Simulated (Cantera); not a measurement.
Feed: 1 mol Si, 6.2 mol CO, equilibrated at 1248 K.

Method: chemical equilibrium by Gibbs-energy minimisation in Cantera with the NASA 1993 tables (ideal gas, pure condensed phases). Candidate condensed phases: C, Si, SiC, SiO2; 20 gas species. Mutual solubility and eutectic melting of coexisting phases are not modelled. The tables hold silica as quartz up to 1696 K and as liquid above; real silica turns to tridymite and cristobalite and melts near 1996 K. The numbers say what is thermodynamically allowed, not how fast it happens.

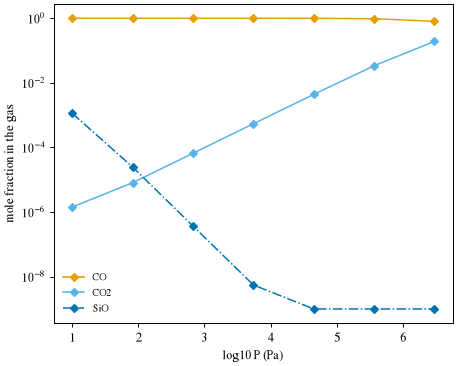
Figure: Equilibrium gas composition (values under 1e-9 drawn at 1e-9)

At 10.0 Pa the condensed part is SiC(s) + SiO2(β-quartz). From 82.0 Pa to 30.0 bar the condensed part is C(graphite) + SiO2(β-quartz).
